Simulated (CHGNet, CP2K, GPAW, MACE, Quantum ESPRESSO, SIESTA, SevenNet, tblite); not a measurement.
**How far do other methods lie from plane waves? Generalised stacking fault on (111) (glide set) of a Ge-Si solid solution (72 atoms)**

Aim: forces, pressure of generalised stacking fault on (111) (glide set) of a Ge-Si solid solution (72 atoms) at one geometry, from other programs and methods, against plane-wave PBE.

Results are calculated, not measured.

### 1. The structure

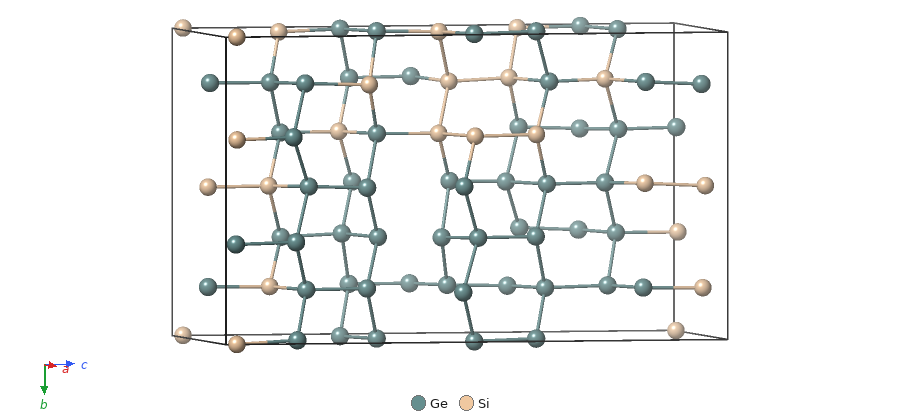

The cell (germanium teal, silicon light orange). Bonds to atoms that aren't drawn are left out. Some periodic images of atoms are drawn too.

The cell holds 72 atoms (51 Ge and 21 Si), with edges of 6.85, 11.86 and 19.70 Å. Recipe: diamond-structure Ge lattice (a = 5.5919 Å, the value set for the mixture), cell with z along [111], 1 x 3 x 2 periods; the third cell vector is tilted by 0.333 of 1/2[11-2] and lengthened by 0.2 Å, so the cell holds one fault (glide set); displaced by a Gaussian of 0.01 Å; 21 of 72 Ge sites given to Si at random (lattice constant by Vegard's rule between Ge and Si). Then every atom was moved at random, 0.05 Å r.m.s. a Cartesian component. The density is 4.48 g/cm³.

### 2. The reference input

Quantum ESPRESSO 7.5: Kohn-Sham DFT, PBE, SSSP efficiency 1.3.0 pseudopotentials, plane waves. Its input, pw.in:

```
&control
  calculation = 'scf'
  pseudo_dir = './pseudo'
  outdir = './tmp'
  disk_io = 'none'
  tprnfor = .true.
  tstress = .true.
/
&system
  ibrav = 0
  nat = 72
  ntyp = 2
  ecutwfc = 45
  ecutrho = 360
  nosym = .true.
  occupations = 'smearing'
  smearing = 'fd'
  degauss = 0.003675
/
&electrons
  conv_thr = 3.6e-07
  electron_maxstep = 100
  mixing_beta = 0.2
  mixing_mode = 'local-TF'
  diagonalization = 'david'
/
ATOMIC_SPECIES
Ge 72.630 Ge.upf
Si 28.085 Si.upf
CELL_PARAMETERS angstrom
6.84865 0.00000 0.00000
0.00000 11.86221 0.00000
2.28286 0.00000 19.57091
ATOMIC_POSITIONS crystal
Ge 0.48665 0.16427 0.02329
Ge 0.44885 0.16525 0.14715
Ge 0.76984 0.16019 0.18244
Si 0.73107 0.16760 0.31450
[... 66 atom lines left out ...]
Ge 0.87017 0.83251 0.84533
Si 0.84261 0.83566 0.96701
K_POINTS gamma
```

```console
$ OMP_NUM_THREADS=1 mpirun -np 2 pw.x -in pw.in > output.txt
```

The job ended after 7.6 min (2 MPI ranks of Arm Neoverse V1, shared host; peak memory 4.2 GiB; 15 min of CPU time).

It converged with an r.m.s. force component of 0.90 eV/Å and a pressure of 2.2 GPa.

### 3. What was run beside it

- CHGNet: machine-learned potential, published weights.
- CP2K 2026.2: Gaussian basis with GTH pseudopotentials and a plane-wave density; labels give functional, basis (MOLOPT sets; SR short-range, UZH the newer set with its own potentials), grid cutoff/relative cutoff and solver (OT: orbital transformation; TRS4, TC2, SIGN: linear-scaling purification with its sparsity filter), or its built-in tight binding.
- GPAW 26.7.0: PAW with atomic orbitals (LCAO), plane waves or a real-space grid of spacing h.
- MACE: machine-learned potential, published weights.
- Quantum ESPRESSO 7.5: plane waves; labels (QE) give functional, pseudopotential set and cutoffs of waves/density.
- SIESTA 5.4.2: numerical atomic orbitals, whose automatically made sets are far from complete, with PseudoDojo norm-conserving potentials that we converted to its format (checked against plane waves on the same files for H, C, O, Si, Ge and Ca alone); labels give functional, basis size, energy shift and mesh cutoff.
- SevenNet: machine-learned potential, published weights.
- tblite 0.8.0: extended tight binding, driven from Python.

All use the same cell and atoms, and the electronic-structure runs the same k-mesh.

### 4. Side by side

Differences are against the reference: forces as r.m.s. over components, share as that over the reference's r.m.s. force, slope as the fitted ratio of a run's forces to the reference's.

| run | Δ force, r.m.s. (meV/Å) | share (%) | slope | Δ pressure (GPa) | cores | CPU time | memory (GiB) |
| --- | --- | --- | --- | --- | --- | --- | --- |
| reference | - | - | - | - | 2 | 15 min | 4.2 |
| CHGNet r2SCAN potential | 602 | 66.7 | 0.342 | -1.86 | 1 | 3.5 s | 0.64 |
| CP2K PBE+D4, DZVP-MOLOPT-SR, 350/50 Ry, diagonalisation | 35.5 | 3.93 | 0.978 | -1.35 | 2 | 2.9 min | 2.1 |
| CP2K PBE, DZVP-MOLOPT-SR, 350/30 Ry, diagonalisation (coarse) | 24.5 | 2.72 | 1.004 | 0.711 | 2 | 2.5 min | 2.1 |
| CP2K PBE, DZVP-MOLOPT-SR, 350/50 Ry, diagonalisation | 24.5 | 2.71 | 1.004 | 0.711 | 2 | 2.8 min | 2.1 |
| CP2K PBE, DZVP-MOLOPT-SR, 489/50 Ry, diagonalisation | 24.5 | 2.71 | 1.004 | 0.711 | 2 | 3.8 min | 3.5 |
| CP2K PBE, TZV2P-MOLOPT (SR for Ge), 350/50 Ry, diagonalisation | 23.0 | 2.55 | 1.001 | 0.402 | 4 | 4.7 min | 4.4 |
| CP2K PBE, TZVP-MOLOPT (SR for Ge), 350/50 Ry, diagonalisation | 26.1 | 2.89 | 1.008 | 0.358 | 4 | 4.1 min | 3.9 |
| CP2K PBEsol, PBE potentials, DZVP-MOLOPT-SR, 350/50 Ry, diagonalisation | 29.6 | 3.28 | 0.995 | 0.092 | 2 | 2.8 min | 2.1 |
| GPAW PBE, LCAO dzp, h 0.2 Å | 75.6 | 8.38 | 1.077 | - | 1 | 5.1 min | 1.6 |
| GPAW PBE, LCAO dzp, h 0.2 Å, other mixer settings | 75.1 | 8.32 | 1.076 | - | 1 | 5.8 min | 1.5 |
| GPAW PBE, LCAO sz(dzp), h 0.2 Å (coarse) | 271 | 30.0 | 1.211 | - | 1 | 81 s | 1.2 |
| GPAW PBE, LCAO szp(dzp), h 0.2 Å (coarse) | 167 | 18.5 | 1.171 | - | 1 | 3.9 min | 1.6 |
| MACE MP-0b3 medium potential | 265 | 29.3 | 0.788 | -0.275 | 1 | 8.1 s | 0.82 |
| QE PBE, gbrv-1.5, 40/200 Ry | 1.59 | 0.177 | 1.000 | 0.083 | 4 | 12 min | 2.4 |
| SIESTA PBE, TZP, shift 0.01 Ry, mesh 300 Ry | 123 | 13.6 | 1.086 | 0.540 | 2 | 10 min | 1.9 |
| SevenNet 0 potential | 302 | 33.5 | 0.725 | -0.353 | 1 | 8.3 s | 0.77 |
| tblite GFN1-xTB | 234 | 25.9 | 0.865 | 5.30 | 1 | 8.8 s | 0.15 |

Rows marked coarse were listed beforehand as settings not expected to be converged; some can still land near the reference.

Times of the machine-learned potentials are mostly Python's start and the loading of weights.

CPU time is summed over cores on shared hosts, so it is rough.

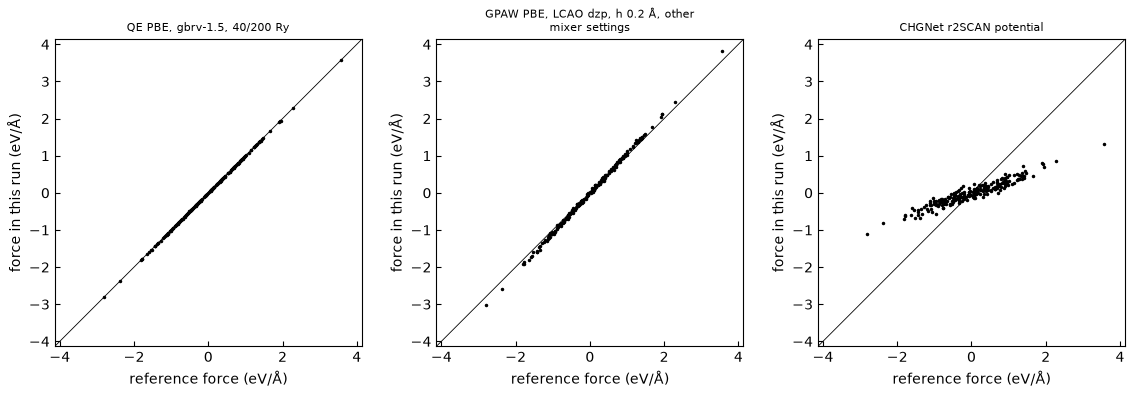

Force components against those of the reference; the line marks equality.

### 5. What came out

Forces lie from 0.18 % (QE PBE, gbrv-1.5, 40/200 Ry) to 67 % (CHGNet r2SCAN potential) of the reference's r.m.s. force of 0.90 eV/Å away from it. Other PBE runs on plane waves or a grid: QE PBE, gbrv-1.5, 40/200 Ry 0.18 % of the r.m.s. force; the reference has errors of its own, so differences under a few per cent don't tell which side is nearer the exact PBE result. The PBE runs in local orbitals, coarse settings apart, differ by 2.5 % (CP2K PBE, TZV2P-MOLOPT (SR for Ge), 350/50 Ry, diagonalisation) to 14 % (SIESTA PBE, TZP, shift 0.01 Ry, mesh 300 Ry); basis, grid and potentials can all enter. Tight binding differs by 26 % (tblite GFN1-xTB); it is another model, with fitted parameters of its own, and the xTB methods hold dispersion.

Machine-learned potentials differ by 29 % (MACE MP-0b3 medium potential) to 67 % (CHGNet r2SCAN potential); they were trained on other programs' data, some at another functional. Among those trained on PBE data the slope goes as low as 0.72, which softening far from their training structures can give, though the reference's k-sampling is untested too. Rows with another functional or a dispersion term differ by 3.3 % (CP2K PBEsol, PBE potentials, DZVP-MOLOPT-SR, 350/50 Ry, diagonalisation) to 3.9 % (CP2K PBE+D4, DZVP-MOLOPT-SR, 350/50 Ry, diagonalisation), which mixes the change of model with differences of basis and potentials, some of them made for another functional. Runs with settings chosen to be coarse differ by 2.7 % (CP2K PBE, DZVP-MOLOPT-SR, 350/30 Ry, diagonalisation) to 30 % (GPAW PBE, LCAO sz(dzp), h 0.2 Å), their programs' other errors included. GPAW PBE, LCAO sz(dzp), h 0.2 Å stiffens the forces by a factor of 1.21 while following their directions (correlation 0.985); the slopes of the 4 GPAW runs lie between 1.08 and 1.21. From CP2K PBE, DZVP-MOLOPT-SR, 350/30 Ry, diagonalisation to the finer CP2K PBE, DZVP-MOLOPT-SR, 489/50 Ry, diagonalisation the share goes from 2.72 to 2.71 %, so the grid isn't what parts these runs from the reference. Pressures at PBE, coarse settings apart, lie +0.08 to +0.71 GPa from the reference's.

**Limits.** Periodic xTB results under one method name differ between programs and library versions. The potentials hold different valence shells: 798 electrons in the reference, 288 in CP2K with TZVP-MOLOPT and 288 in GPAW; this bears on time and differences. GPAW's setups keep the filled d shell of Ge in the core. The reference's pressure holds the uncorrected Pulay stress of its 45 Ry basis, so small pressure differences may be the reference's own error. Machine-learned potentials mimic data converged in k, so the reference's own k-point error enters their differences. The reference's stress is far from hydrostatic: its diagonal is -2.5, 7.8, 1.3 GPa, compression counted positive. The host structure and its lattice constant were typed by rule, without a check against the phase diagram. The electronic-structure runs sample only Γ, in a cell whose shortest periodic width is 7 Å, which is coarse for a cell with partly filled levels. The reference's pressure of 2.2 GPa reflects the volume that the recipe set, positions that aren't this level's minimum and the coarse k-sampling. Spin–orbit coupling is left out. Where levels are smeared, the DFT runs use Fermi–Dirac occupations at 580 K (0.05 eV), and energies are free energies. The atoms were displaced at random, and shares hang on the size of the forces that this gives. The reference's cutoffs and mesh weren't converged further here.

[Logs are printed without paths, hosts, clocks, repeated set-up lines and the standing remarks that a program may print on its own settings, such as how far it seeks lower states.]

[Hosts, paths, dates, database ids (printed as entryN), source tags and the programs' standing remarks are cut or masked in the printed files.]

[Cells were taken only where this reference lay near another plane-wave run.]
